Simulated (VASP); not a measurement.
# Ag (Silver): the relaxed cell at several levels, part 2 of 2

How close do the usual functionals, with and without dispersion, come to the cell of Ag (Silver)? The start is a cell from a database of measured crystal structures.

VASP 6.6.1, plane waves and PAW; the level of theory is named at each step.

Still holding for the runs below: This run has no spin polarisation. Its electron count is odd, so without a moment it is a metal by construction. The k-mesh is coarse for a metal.

So far, final volume (Å³): step 2 (relaxation, level PBE) 17.8; step 3 (relaxation, level LDA) 16.0.

## 4. Relaxation with r2SCAN

This step: r2SCAN; plane waves and PAW (Ag) (VASP 6.6.1).

r2SCAN adds the kinetic-energy density, costs more than a GGA and is run with LASPH.

Input file INCAR:

```
SYSTEM = Ag
PREC = Accurate
ENCUT = 520
EDIFF = 1E-06
NELM = 100
ISMEAR = -1
SIGMA = 0.05
LREAL = .FALSE.
ALGO = Normal
METAGGA = R2SCAN
LASPH = .TRUE.
NBANDS = 11
LORBIT = 11
LWAVE = .FALSE.
LCHARG = .FALSE.
KPAR = 2
IBRION = 2
NSW = 60
ISIF = 3
EDIFFG = -0.01
```

Input file POSCAR:

```
Ag
1.0
    0.0000000000      2.0430000000      2.0430000000
    2.0430000000      0.0000000000      2.0430000000
    2.0430000000      2.0430000000      0.0000000000
Ag
1
Direct
    0.0000000000      0.0000000000      0.0000000000
```

Input file KPOINTS:

```
Automatic mesh
0
Gamma
11 11 11
0 0 0
```

The projector-augmented-wave data sets are Ag (PBE family, release 64).

Launch:

```console
$ mpirun -np 2 vasp_std
```

Log:

```text
[banner, memory and clock lines left out]
running    2 mpi-ranks, on    1 nodes
[...]
[... a notice as in an earlier step ...]

 LDA part: xc-table for (None), standard interpolation
 POSCAR, INCAR and KPOINTS ok, starting setup
[...]
entering main loop
       N       E                     dE             d eps       ncg     rms          rms(c)
DAV:   1     0.295476115146E+02    0.29548E+02   -0.56456E+03  1240   0.925E+02
DAV:   2    -0.240491196965E+02   -0.53597E+02   -0.50879E+02  1376   0.203E+02
DAV:   3    -0.248243232039E+02   -0.77520E+00   -0.77474E+00  1415   0.267E+01
DAV:   4    -0.248275404668E+02   -0.32173E-02   -0.32170E-02  1367   0.172E+00
[...]
DAV:  11    -0.213590506395E+02    0.38031E-04   -0.12915E-04  1342   0.110E-01    0.128E-02
DAV:  12    -0.213590481349E+02    0.25045E-05   -0.12874E-05  1441   0.380E-02    0.115E-03
DAV:  13    -0.213590483152E+02   -0.18026E-06   -0.36806E-07   691   0.600E-03
   1 F= -.21359048E+02 E0= -.21357429E+02  d E =-.213590E+02
[...]
DAV:   6    -0.213594911731E+02   -0.77776E-05   -0.50680E-06  1321   0.207E-02    0.839E-03
DAV:   7    -0.213594902831E+02    0.88998E-06   -0.19440E-07   771   0.377E-03
   2 F= -.21359490E+02 E0= -.21357673E+02  d E =-.441968E-03
 trial-energy change:   -0.000442  1 .order   -0.000553   -0.003090    0.001983
 step:   0.5769(harm=  0.6091)  dis= 0.00000  next Energy=   -21.359918 (dE=-0.870E-03)
[...]
N       E                     dE             d eps       ncg     rms          rms(c)
DAV:   1    -0.213721837679E+02   -0.12693E-01   -0.20425E-01  1328   0.489E+00    0.723E-01
DAV:   2    -0.213599467121E+02    0.12237E-01   -0.51837E-02  1334   0.210E+00    0.206E-01
DAV:   3    -0.213599405013E+02    0.62108E-05   -0.36822E-04  1388   0.197E-01    0.147E-01
DAV:   4    -0.213599047164E+02    0.35785E-04   -0.18026E-04  1313   0.843E-02    0.172E-02
DAV:   5    -0.213598971253E+02    0.75911E-05   -0.25716E-05  1325   0.505E-02    0.721E-03
DAV:   6    -0.213598956487E+02    0.14767E-05   -0.65693E-07  1214   0.775E-03    0.379E-03
DAV:   7    -0.213598963776E+02   -0.72890E-06   -0.24865E-08   649   0.142E-03
   3 F= -.21359896E+02 E0= -.21358156E+02  d E =-.848062E-03
[...]
reached required accuracy - stopping structural energy minimisation
```

Run time: 84 s. Hardware: 2 MPI ranks of AMD EPYC 7R43, shared host; peak memory 0.23 GiB.

OUTCAR, selected parts (step 4):

```text
  Total        0.0040930      0.0040930      0.0040930      0.0000000     -0.0000000      0.0000000
  in kB        0.3798657      0.3798657      0.3798657      0.0000000     -0.0000000      0.0000000
  external PRESSURE =       0.3798657 kB  Pullay stress =       0.0000000 kB

 POSITION                                       TOTAL-FORCE (eV/Angst)
 -----------------------------------------------------------------------------------
      0.00000      0.00000      0.00000         0.000000      0.000000      0.000000
 -----------------------------------------------------------------------------------
    total drift:                               -0.000000     -0.000000      0.000000

  FREE ENERGIE OF THE ION-ELECTRON SYSTEM (eV)
  ---------------------------------------------------
  free  energy   TOTEN  =       -21.3598963776 eV

  energy  without entropy=      -21.3564152421  energy(sigma->0) =      -21.35815581

[... 2 parts as in an earlier step ...]

[... 2 further parts left out ...]
[key lines of the parts left out:]
E-fermi :   8.5484
```

The PAW data sets were made with PBE, which is usual practice but a small mismatch for other functionals.

Step by step:

```
step  energy less that of the first step (eV)  largest force (eV/Å)  pressure (GPa)  volume (Å³)
   1                                   0.0000                0.0000            1.37        17.05
   2                                  -0.0004                0.0000           -0.86        17.42
   3                                  -0.0008                0.0000            0.04        17.26
```

```
conventional cell, symmetrised  before  after  change
                         a (Å)   4.086  4.103  +0.4 %
                         b (Å)   4.086  4.103  +0.4 %
                         c (Å)   4.086  4.103  +0.4 %
              volume (Å³/atom)   17.05  17.26  +1.2 %
```

The relaxed structure:

```cif
data_structure
_symmetry_space_group_name_H-M 'P 1'
_symmetry_Int_Tables_number 1
_cell_length_a 2.9010
_cell_length_b 2.9010
_cell_length_c 2.9010
_cell_angle_alpha 60.000
_cell_angle_beta 60.000
_cell_angle_gamma 60.000
_cell_volume 17.26
loop_
_atom_site_label
_atom_site_type_symbol
_atom_site_fract_x
_atom_site_fract_y
_atom_site_fract_z
_atom_site_occupancy
Ag1 Ag 0.00000 0.00000 0.00000 1
```

It ends at 17.26 Å³/atom, +1.2 % from the start, with 0.04 GPa left. The conventional cell has a = 4.103 Å.

## 5. Relaxation with PBE + D3(BJ)

This step: PBE with D3(BJ); plane waves and PAW (Ag) (VASP 6.6.1).

A dispersion term adds the long-range attraction that semilocal functionals lack. D3 with Becke-Johnson damping keeps a finite attraction at short range.

INCAR: that of step 4 with these lines changed.

```diff
@@ -9,5 +9,6 @@
 ALGO = Normal
-METAGGA = R2SCAN
+GGA = PE
+IVDW = 12
+NBANDS = 11
 LASPH = .TRUE.
-NBANDS = 11
 LORBIT = 11
```

POSCAR is that of step 4.

KPOINTS is that of step 4.

Launch:

```console
$ mpirun -np 2 vasp_std
```

Log:

```text
[... set-up lines as in an earlier step ...]
 entering main loop
       N       E                     dE             d eps       ncg     rms          rms(c)
[... 11 cycles as in an earlier step ...]
   1 F= -.32995382E+01 E0= -.32981266E+01  d E =-.329954E+01
[...]
N       E                     dE             d eps       ncg     rms          rms(c)
DAV:   1    -0.277978914410E+01   -0.69019E-01   -0.13586E+00  1283   0.125E+01    0.183E+00
DAV:   2    -0.269923778840E+01    0.80551E-01   -0.32734E-01  1277   0.537E+00    0.523E-01
DAV:   3    -0.269752148624E+01    0.17163E-02   -0.35573E-03  1385   0.523E-01    0.348E-01
DAV:   4    -0.269710677128E+01    0.41471E-03   -0.71878E-04  1304   0.206E-01    0.323E-02
DAV:   5    -0.269710403765E+01    0.27336E-05   -0.44710E-06  1349   0.192E-02    0.172E-02
DAV:   6    -0.269710487733E+01   -0.83968E-06   -0.87975E-07  1144   0.762E-03
   2 F= -.33002031E+01 E0= -.32990103E+01  d E =-.664912E-03
 trial-energy change:   -0.000665  1 .order   -0.000559   -0.003709    0.002591
 step:   0.6127(harm=  0.5887)  dis= 0.00000  next Energy=    -3.300699 (dE=-0.116E-02)
[...]
N       E                     dE             d eps       ncg     rms          rms(c)
DAV:   1    -0.271548562083E+01   -0.18382E-01   -0.20407E-01  1286   0.489E+00    0.720E-01
DAV:   2    -0.270358087199E+01    0.11905E-01   -0.45924E-02  1280   0.203E+00    0.231E-01
DAV:   3    -0.270328093650E+01    0.29994E-03   -0.66091E-04  1388   0.228E-01    0.156E-01
DAV:   4    -0.270319686885E+01    0.84068E-04   -0.10101E-04  1310   0.822E-02    0.736E-03
DAV:   5    -0.270319717988E+01   -0.31104E-06   -0.12110E-06  1275   0.967E-03
   3 F= -.33006872E+01 E0= -.32994141E+01  d E =-.114904E-02
[...]
reached required accuracy - stopping structural energy minimisation
```

It took 23 s on 2 MPI ranks; peak memory 0.25 GiB.

From OUTCAR (step 5):

```text
 Edisp (eV)   -0.60310

 Edisp (eV)   -0.59749

  Total       0.00755     0.00755     0.00755    -0.00000    -0.00000    -0.00000
  in kB       0.71967     0.71967     0.71967    -0.00000    -0.00000    -0.00000
  external pressure =        0.72 kB  Pullay stress =        0.00 kB

 POSITION                                       TOTAL-FORCE (eV/Angst)
 -----------------------------------------------------------------------------------
      0.00000      0.00000      0.00000        -0.000000      0.000000     -0.000000
 -----------------------------------------------------------------------------------
    total drift:                               -0.000000     -0.000000     -0.000000

  FREE ENERGIE OF THE ION-ELECTRON SYSTEM (eV)
  ---------------------------------------------------
  free  energy   TOTEN  =        -3.3006872046 eV

  energy  without entropy=       -3.2981409230  energy(sigma->0) =       -3.29941406

[... 2 parts as in an earlier step ...]

[... 2 further parts left out ...]
[key lines of the parts left out:]
E-fermi :   8.8661
```

Dispersion corrections of this kind ignore metallic screening and tend to overbind metals.

Relaxation path:

```
step  energy less that of the first step (eV)  largest force (eV/Å)  pressure (GPa)  volume (Å³)
   1                                   0.0000                0.0000           -1.50        17.05
   2                                  -0.0007                0.0000            1.08        16.66
   3                                  -0.0011                0.0000            0.07        16.81
```

```
conventional cell, symmetrised  before  after  change
                         a (Å)   4.086  4.067  -0.5 %
                         b (Å)   4.086  4.067  -0.5 %
                         c (Å)   4.086  4.067  -0.5 %
              volume (Å³/atom)   17.05  16.81  -1.4 %
```

The relaxed structure:

```xyz
1
Lattice="0.0000 2.0333 2.0333 2.0333 0.0000 2.0333 2.0333 2.0333 0.0000" Properties=species:S:1:pos:R:3 pbc="T T T"
Ag    0.0000    0.0000    0.0000
```

It ends at 16.81 Å³/atom, -1.4 % from the start, with 0.07 GPa left. The conventional cell has a = 4.067 Å. Against plain PBE, the dispersion term moves a by -1.9 %.

## 6. The cells as a table

This step: relaxed cells at several levels; plane waves and PAW (VASP 6.6.1).

Derived from the runs above.

Lengths are those of the conventional cell; cost is the wall time of each run, as given at its step, times its ranks, without the set-up around it. Results by level, by row:

```
       level  volume (Å³/atom)  change from the start (%)  a (Å)  cost (core minutes)
         PBE             17.78                        4.3  4.143                0.653
         LDA                16                       -6.2      4                0.473
      r2SCAN             17.26                        1.2  4.103                  2.8
PBE + D3(BJ)             16.81                       -1.4  4.067                0.767
```

## 7. What came out

* volume, PBE: 17.78 Å³/atom
* volume, LDA: 16.00 Å³/atom
* volume, r2SCAN: 17.26 Å³/atom
* volume, PBE + D3(BJ): 16.81 Å³/atom

**Reading.** For Ag (Silver) the levels give volumes between 16.00 Å³/atom (LDA) and 17.78 Å³/atom (PBE), a spread of 11.1 %, while the cost of the finished runs spans a factor of 5.9. Within 1 % of experiment on every length: r2SCAN and PBE + D3(BJ). The nearest, r2SCAN, took 3.7 times the core time of PBE + D3(BJ) and lowers the largest miss from 0.45 to 0.43 %. Thermal and zero-point expansion, often some tenths of a per cent in length, bear on this order: with the measured lengths lowered by an assumed 0.4 % the nearest becomes PBE + D3(BJ). The costs hold the number of ionic steps as well as the price of the functional. Adding D3(BJ) to PBE changes the volume by -5.5 % (a by -1.9 %). Pairwise corrections of the D and TS kind ignore the screening in a metal, so they may overbind here. Within 0.02 Å all end in space group Fm-3m; the runs can't lower the symmetry of the start. The k-sampling is coarse for a metal, so the Fermi level, pressures and the shape of the cell carry errors. Each is a single relaxation on the plane waves of the start cell, so larger changes of volume carry a basis-set error that was not tested here.

Computed beside measured:

```
              quantity  measured             PBE             LDA          r2SCAN    PBE + D3(BJ)
lattice constant a (Å)     4.085  4.143 (+1.4 %)  4.000 (-2.1 %)  4.103 (+0.4 %)  4.067 (-0.4 %)
```

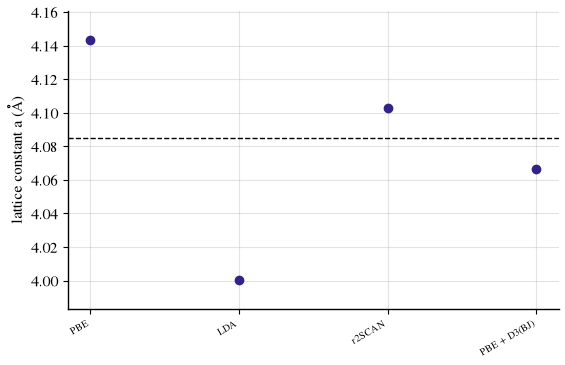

The lattice constant a by level; the dashed line is the measured value.

Measured values from pmc:7083871 (2020).

**Verdict.** For the lattice constant a, of the levels listed nearest comes r2SCAN (+0.4 %, good agreement) and farthest LDA (-2.1 %, a clear miss). The grades are ours: good and fair within 0.7 and 1.5 % for the lattice constant a. Zero-point motion and thermal expansion are not in the computed lattice constants.

[Lines on the potential files, build, host, timing and source positions are cut from VASP's logs without a mark.]

[Logs are printed without paths, hosts, clocks, repeated set-up lines and the standing remarks that a program may print on its own settings, such as how far it seeks lower states.]

[Hosts, paths, dates, database ids (printed as entryN), source tags and the programs' standing remarks are cut or masked in the printed files.]

[A measured line is paired with the nearest computed mode of its activity, which favours agreement.]
